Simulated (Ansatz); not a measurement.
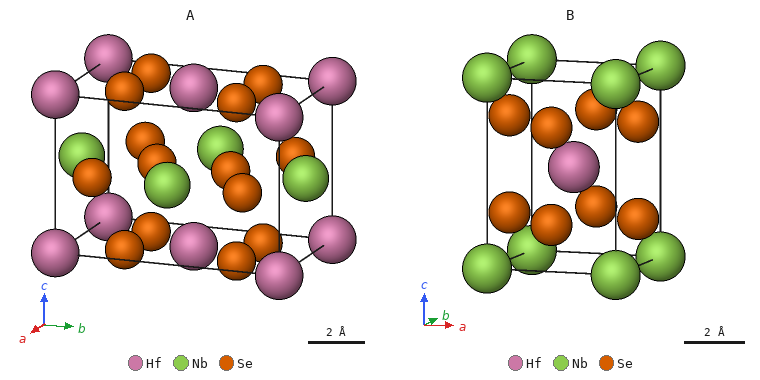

Two structures of HfNbSe4, each relaxed to rest (conventional cells in solid outline, small ones repeated, not to one scale). Method: Ansatz, DFT PBE, scalar-relativistic, plane waves, PAW, with collinear spins.

Give the type and space group of each.

Answer. A: 12 atoms a cell on a base-centred orthorhombic lattice, Cmmm. B: 6 atoms a cell on a primitive tetragonal lattice, P4/mmm.

Which structure is more stable?

Answer. B is lower, by 732 meV/atom at this level of theory (energies at zero smearing). Volumes: A 22.6, B 22.7 Å³/atom.

One or both may be structure types tried for this composition rather than known phases.
